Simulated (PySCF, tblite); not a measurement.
# C3H8BSSi radical: geometry, infrared bands and EPR parameters

What infrared bands and EPR parameters should C3H8BSSi radical (`[SiH3]S[B]C1CC1`) show?

Computed with tblite 0.8.0 and PySCF 2.14.0, with density-fitted response routines of our own, on a single molecule in the gas phase. Atoms are numbered from 0 throughout.

## (1) Starting geometry

14 atoms, charge 0, multiplicity 2; geometry from: force field or distance geometry start.

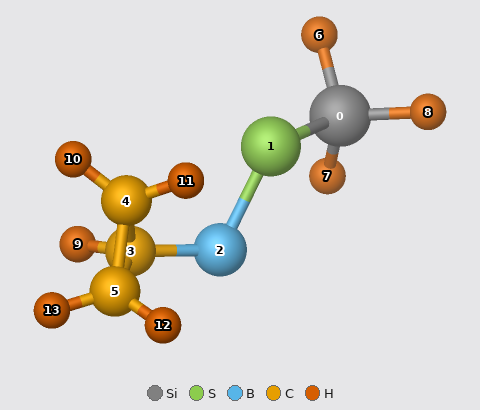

The starting geometry (silicon grey, sulfur green, boron blue, carbon amber, hydrogen orange), atoms numbered.

## (2) Optimising the geometry with GFN2-xTB

Job settings and geometry (Å):

```
{"job": {"kind": "relax", "xc": "GFN2-xTB", "basis": "xTB"}, "charge": 0, "multiplicity": 2}
Si     3.314700     0.309100     0.323700
S      1.232700     0.715800     0.032900
B      0.141300    -0.246500     1.253100
C     -1.215700    -0.777800     0.574700
C     -1.770500     0.226000    -0.406500
C     -2.524200    -0.110900     0.849100
H      3.998200    -0.083500    -0.926300
H      3.493700    -0.756800     1.301800
H      4.026400     1.514900     0.795700
H     -1.241500    -1.841600     0.234600
H     -2.063800    -0.222400    -1.376100
H     -1.310000     1.238500    -0.377200
H     -2.619600     0.713400     1.583400
H     -3.462300    -0.678600     0.675000
```

Started as:

```bash
$ OMP_NUM_THREADS=1 python probes_run.py task.json out
```

The driver reads the jobs from task.json and runs them one after another.

The program printed:

```text
step      E/eV     max force
  0    -452.01284    1.715
  1    -452.17972    1.243
  2    -452.31797    0.828
  3    -452.35539    0.567
  4    -452.40643    0.583
  5    -452.44946    0.741
  6    -452.48600    0.567
  7    -452.50262    0.314
  8    -452.51423    0.282
  9    -452.52465    0.329
 10    -452.53570    0.312
 11    -452.54597    0.264
 12    -452.55506    0.236
 13    -452.56300    0.250
 14    -452.57130    0.245
 15    -452.58187    0.275
 16    -452.59384    0.273
 17    -452.60428    0.318
 18    -452.61384    0.272
 19    -452.62523    0.398
 20    -452.64049    0.464
 21    -452.65776    0.361
 22    -452.67095    0.269
 23    -452.67825    0.209
 24    -452.68334    0.220
 25    -452.68959    0.236
 26    -452.69734    0.216
 27    -452.70570    0.272
 28    -452.71283    0.312
 29    -452.71281    0.468
 30    -452.72433    0.197
 31    -452.72887    0.173
 32    -452.73387    0.132
 33    -452.73708    0.152
 34    -452.74235    0.166
 35    -452.74887    0.168
 36    -452.75280    0.237
 37    -452.75796    0.232
 38    -452.76120    0.161
 39    -452.76692    0.119
 40    -452.76952    0.126
 41    -452.77460    0.158
 42    -452.77978    0.173
 43    -452.78620    0.175
 44    -452.79116    0.133
 45    -452.79371    0.125
 46    -452.79624    0.180
 47    -452.79827    0.121
 48    -452.80149    0.119
 49    -452.80271    0.133
 50    -452.80471    0.144
 51    -452.80655    0.105
 52    -452.80862    0.091
 53    -452.80985    0.088
 54    -452.81040    0.055
 55    -452.81069    0.038
 56    -452.81101    0.034
 57    -452.81136    0.058
 58    -452.81168    0.060
 59    -452.81195    0.057
 60    -452.81219    0.055
 61    -452.81237    0.037
 62    -452.81248    0.025
 63    -452.81256    0.024
 64    -452.81265    0.041
 65    -452.81280    0.060
 66    -452.81302    0.068
 67    -452.81324    0.053
 68    -452.81340    0.027
 69    -452.81352    0.024
 70    -452.81366    0.035
 71    -452.81383    0.043
 72    -452.81400    0.031
 73    -452.81416    0.032
 74    -452.81433    0.047
 75    -452.81451    0.049
 76    -452.81470    0.036
 77    -452.81485    0.030
 78    -452.81496    0.029
 79    -452.81507    0.029
 80    -452.81525    0.041
 81    -452.81548    0.040
 82    -452.81569    0.035
 83    -452.81580    0.022
 84    -452.81585    0.017
 85    -452.81589    0.017
 86    -452.81594    0.020
 87    -452.81599    0.016
 88    -452.81602    0.015
 89    -452.81604    0.012
 90    -452.81606    0.010
 91    -452.81607    0.008
```

Wall time 0.47 s (1 thread of Arm Neoverse V2, shared host).

The steps of the relaxation: (not every step is listed)

| step | energy from step 0 (eV) | largest force (eV/Å) |
| --- | --- | --- |
| 0 | 0.0000 | 1.7153 |
| 1 | -0.1669 | 1.2431 |
| 2 | -0.3051 | 0.8280 |
| 3 | -0.3426 | 0.5668 |
| 4 | -0.3936 | 0.5830 |
| 5 | -0.4366 | 0.7414 |
| 6 | -0.4732 | 0.5670 |
| 7 | -0.4898 | 0.3141 |
| 8 | -0.5014 | 0.2823 |
| 15 | -0.5690 | 0.2753 |
| 22 | -0.6581 | 0.2690 |
| 29 | -0.7000 | 0.4680 |
| 36 | -0.7400 | 0.2373 |
| 43 | -0.7734 | 0.1754 |
| 50 | -0.7919 | 0.1443 |
| 57 | -0.7985 | 0.0584 |
| 64 | -0.7998 | 0.0410 |
| 71 | -0.8010 | 0.0429 |
| 78 | -0.8021 | 0.0295 |
| 85 | -0.8031 | 0.0175 |
| 86 | -0.8031 | 0.0196 |
| 87 | -0.8032 | 0.0162 |
| 88 | -0.8032 | 0.0153 |
| 89 | -0.8032 | 0.0117 |
| 90 | -0.8032 | 0.0102 |
| 91 | -0.8032 | 0.0083 |

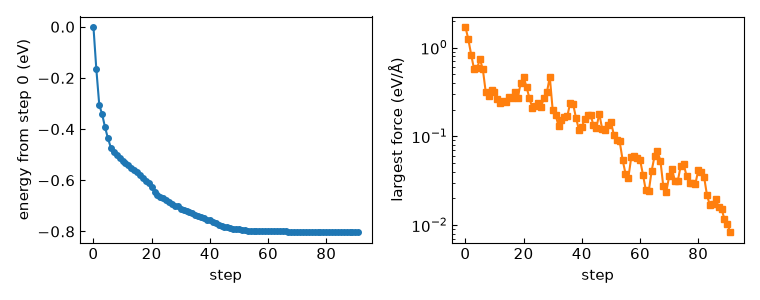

Energy and largest force along the relaxation.

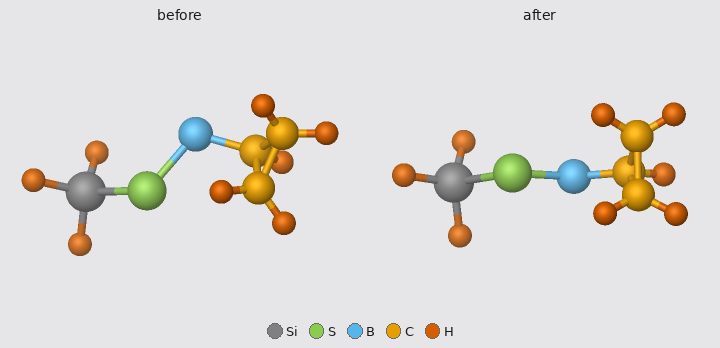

Before and after, at one scale.

Close pairs (by a distance rule), those that changed most:

| bond | before (Å) | after (Å) | change (Å) |
| --- | --- | --- | --- |
| S1–B2 | 1.899 | 1.748 | -0.151 |
| B2–C3 | 1.607 | 1.537 | -0.071 |
| C4–H11 | 1.113 | 1.080 | -0.033 |
| Si0–S1 | 2.141 | 2.174 | +0.033 |
| C5–H13 | 1.110 | 1.080 | -0.030 |
| C3–H9 | 1.117 | 1.088 | -0.029 |
| C3–C5 | 1.494 | 1.523 | +0.029 |
| C5–H12 | 1.108 | 1.079 | -0.029 |

The next job starts from the end point, and lists it.

## (3) Harmonic vibrations with GFN2-xTB

Job settings and geometry (Å):

```
{"job": {"kind": "ir", "xc": "GFN2-xTB", "basis": "xTB"}, "charge": 0, "multiplicity": 2}
Si     3.289184     0.358753     0.625895
S      1.175698     0.861696     0.552792
B      0.360495    -0.656216     0.255682
C     -1.154115    -0.871472     0.111901
C     -2.017186     0.191321    -0.554026
C     -2.128067    -0.015378     0.910072
H      3.676055    -0.122401    -0.693752
H      3.468226    -0.667996     1.643382
H      3.906655     1.627207     0.975991
H     -1.517502    -1.882532    -0.059540
H     -2.820091    -0.146501    -1.192786
H     -1.522001     1.084520    -0.904035
H     -1.708893     0.737359     1.560432
H     -3.009133    -0.498834     1.305875
```

The program printed:

```text
mode    cm-1     km/mol
  1      32.6      2.85
  2      67.3      0.79
  3      82.2      2.45
  4     110.6      0.56
  5     129.7      0.01
  6     290.2      3.92
  7     420.9      7.21
  8     485.1     41.58
  9     520.1     37.41
 10     549.3     33.32
 11     673.9      9.58
 12     749.6    139.24
 13     757.8    528.86
 14     768.3    147.48
 15     806.3      0.84
 16     858.5      1.67
 17     901.6      0.14
 18     922.7      8.89
 19     996.7     99.18
 20    1060.0      9.85
 21    1067.5      0.41
 22    1109.1      0.00
 23    1129.8     50.88
 24    1163.6      0.30
 25    1261.9      6.90
 26    1332.5     32.76
 27    1435.3      0.04
 28    1475.4      1.74
 29    2315.7    306.97
 30    2324.3    146.97
 31    2352.4    182.20
 32    2988.6     52.79
 33    3076.3     23.87
 34    3079.2     29.23
 35    3090.8     11.88
 36    3105.3     78.57
```

Run time: 0.35 s. Hardware: 1 thread of Arm Neoverse V2, shared host.

The strongest bands and the atoms that carry them (share of the mass-weighted mode):

| cm⁻¹ | km/mol | atoms |
| --- | --- | --- |
| 750 | 139.2 | H8 59 %, H7 22 %, H6 15 % |
| 758 | 528.9 | H8 31 %, H6 29 %, H7 29 % |
| 768 | 147.5 | H6 48 %, H7 42 % |
| 997 | 99.2 | C3 27 %, C5 18 %, C4 18 % |
| 2316 | 307.0 | H6 65 %, H7 31 % |
| 2324 | 147.0 | H7 66 %, H6 32 % |
| 2352 | 182.2 | H8 97 % |
| 3105 | 78.6 | H12 38 %, H11 31 %, H13 11 %, H10 10 % |

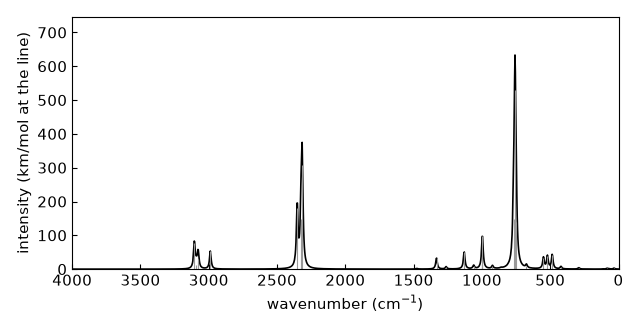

The infrared spectrum from these modes, unscaled. Lines are broadened to a width of 14 cm⁻¹ (Lorentzian).

## (4) EPR parameters: B3LYP/pcH-1

Settings changed since step 3:

```diff
@@ -1,2 +1,2 @@
-{"job": {"kind": "ir", "xc": "GFN2-xTB", "basis": "xTB"}, "charge": 0, "multiplicity": 2}
+{"job": {"kind": "epr", "basis": "pcH-1"}, "charge": 0, "multiplicity": 2}
 Si     3.289184     0.358753     0.625895
```

With the program's defaults for keys left out, this is: UKS B3LYP, pcH-1 on B C H S Si, non-relativistic, mean-field spin-orbit, GIAO.

The program printed:

```text
UKS, coarse grid
  cycle   1  E = -831.60707847  |g| = 2.90e-01
  cycle   2  E = -831.58993420  |g| = 3.33e-01
  cycle   3  E = -831.64748641  |g| = 5.01e-02
  cycle   4  E = -831.64863828  |g| = 1.57e-02
  cycle   5  E = -831.64874998  |g| = 6.37e-03
  cycle   6  E = -831.64876986  |g| = 1.80e-03
  cycle   7  E = -831.64877310  |g| = 8.90e-04
UKS, final grid
  cycle   1  E = -831.64872487  |g| = 1.34e-03
  cycle   2  E = -831.64872316  |g| = 2.16e-03
  cycle   3  E = -831.64872602  |g| = 9.32e-05
  cycle   4  E = -831.64872603  |g| = 3.04e-05
  cycle   5  E = -831.64872603  |g| = 1.65e-05
E = -831.64872603 Eh   <S^2> = 0.7526 (exact 0.7500)
g shifts (ppm)      1          2          3
  rmc          -111       -111       -111
  gc             17         -9         16
  oz_so       -6222       -600       -286
  total       -6315       -719       -380
hyperfine (MHz)  atom isotope    a_iso     a_fc   dipolar eigenvalues
    0  29Si     -77.39     -77.44     -7.29      3.48      3.81
    1   33S      -6.05      -5.94    -11.20     -8.66     19.87
    2   11B     370.93     371.14    -41.01    -38.26     79.26
    3   13C      46.20      46.21     -4.65     -2.22      6.87
    4   13C      10.11      10.12     -1.84     -1.55      3.39
    5   13C      10.79      10.80     -1.97     -1.66      3.63
    6    1H      -1.13      -1.13     -2.44     -1.46      3.89
    7    1H      -1.22      -1.22     -2.69     -1.52      4.21
    8    1H       7.49       7.50     -1.40     -1.01      2.41
    9    1H      32.56      32.57     -5.02     -4.30      9.32
   10    1H       0.18       0.18     -1.82     -1.03      2.85
   11    1H       0.93       0.93     -2.46     -1.57      4.03
   12    1H       0.78       0.79     -2.51     -1.51      4.02
   13    1H       0.23       0.23     -1.87     -1.02      2.89
```

Wall time 57 s (1 thread of Arm Neoverse V2, shared host); peak memory 0.86 GiB.

Principal g values 1.99600, 2.00160, 2.00194; g(iso) = 1.99985, against 2.00232 for a free electron.

Mean a(iso) over the nuclei that a row names, and the largest dipolar term of the row (other rows stand at the frozen geometry):

| nuclei | isotope | a(iso) (MHz) | a(iso) (G, at g = 2.0023) | largest dipolar term (MHz) |
| --- | --- | --- | --- | --- |
| B2 | 11B | 370.9 | 132.4 | 79.3 |
| Si0 | 29Si | -77.4 | -27.6 | -7.3 |
| C3 | 13C | 46.2 | 16.5 | 6.9 |
| H9 | 1H | 32.6 | 11.6 | 9.3 |
| C4, C5 | 13C | 10.5 | 3.7 | 3.6 |
| S1 | 33S | -6.0 | -2.2 | 19.9 |
| H6, H7, H8 | 1H | 1.7 | 0.6 | 4.2 |
| H11, H12 | 1H | 0.9 | 0.3 | 4.0 |
| H10, H13 | 1H | 0.2 | 0.1 | 2.9 |

Mulliken spin populations:

Si0 0.02; S1 0.02; B2 0.93; C3 -0.02; C4 0.01; C5 0.01; H6 0.00; H7 0.00; H8 0.01; H9 0.01; H10 0.00; H11 0.00; H12 0.00; H13 0.00

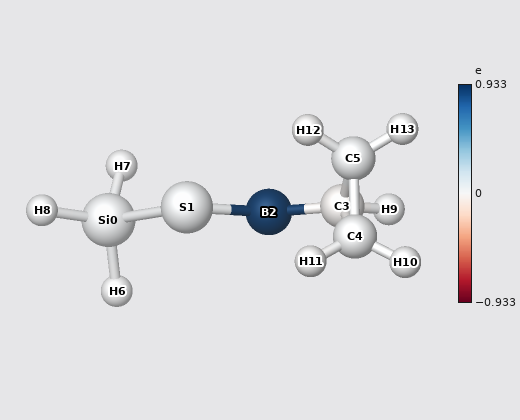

Mulliken spin populations, as colours on the atoms.

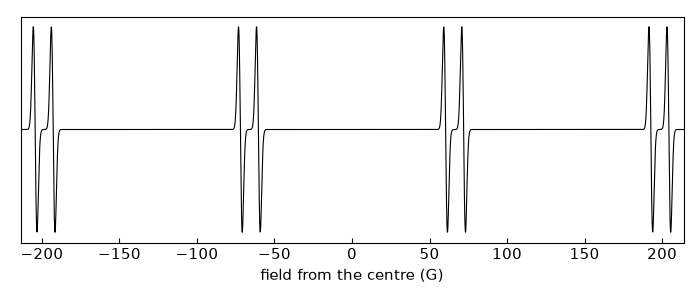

First-order isotropic spectrum (first derivative, main isotopes with spin only, couplings over 0.8 MHz, Gaussian width 1.0 G; couplings of the frozen geometry, rotation of groups not averaged beyond the rows shown).

Orbitals, density, ELF and potential are computed afterwards from the orbital file.

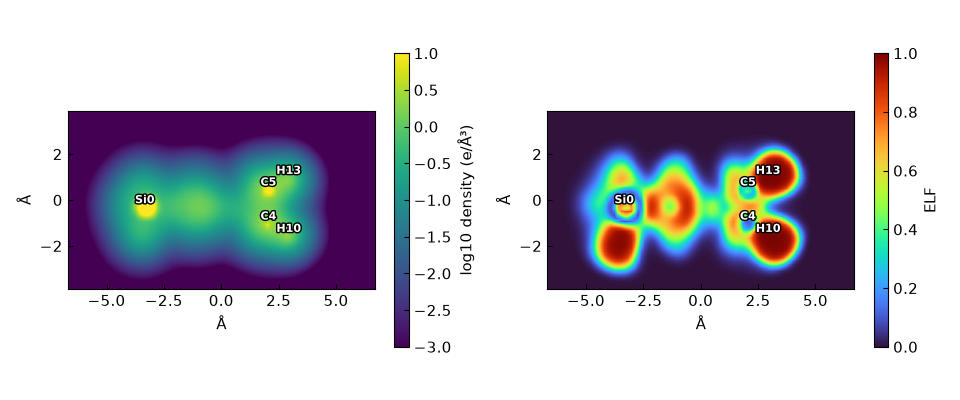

Density (left) and ELF (right) in a plane through or near 5 of the atoms.

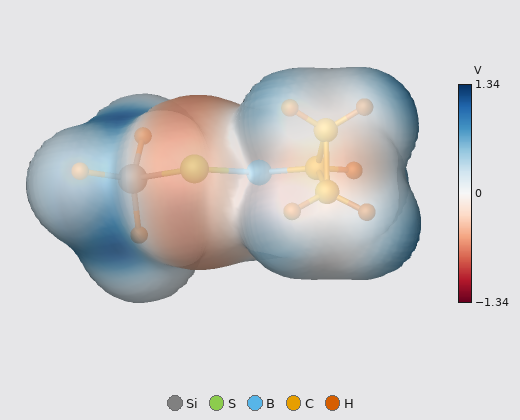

Electrostatic potential on the surface of density 0.002 e/bohr³; red is low, blue high. It runs from -0.66 V near B2 to 1.34 V near H6.

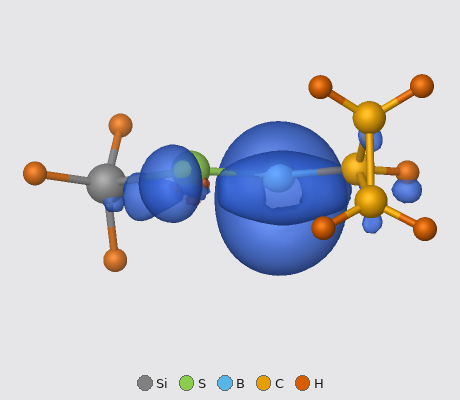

Spin density at ±0.02 e/Å³ (alpha excess blue, beta excess red).

## (5) Summary of results

```
                                                                  quantity                 value
                                 strongest single infrared mode (GFN2-xTB)  758 cm⁻¹, 529 km/mol
                                              zero-point energy (GFN2-xTB)         62.2 kcal/mol
                                                            g(iso) (B3LYP)               1.99985
                                                                      ⟨S²⟩    0.753 (exact 0.75)
                                        largest a(iso) (averaged by class)  11B on B2, 370.9 MHz
potential on the surface of density 0.002 e/bohr³, 1st and 99th percentile    -0.66 V and 1.34 V
```

The optimisation took 91 steps and gained 0.803 eV; among the close pairs (by a distance rule), S1–B2 changed most, from 1.899 to 1.748 Å. No mode is imaginary among the 36: a minimum at this level. The strongest single mode, at 758 cm⁻¹, has its largest shares on H8, H6 and H7 (the list is cut at 3 atoms). GFN2-xTB is a fitted tight-binding method: band positions and strengths are rough. Its intensities can rank the bands wrongly. Most of the unpaired spin sits on B2 (0.93 e). The isotropic g lies 2.5 ppt below the free-electron value. These values are for one conformer; the search (at its own cheap level) found 2 more, at 0.73, 0.75 kcal/mol, and measured spectra average over such forms.
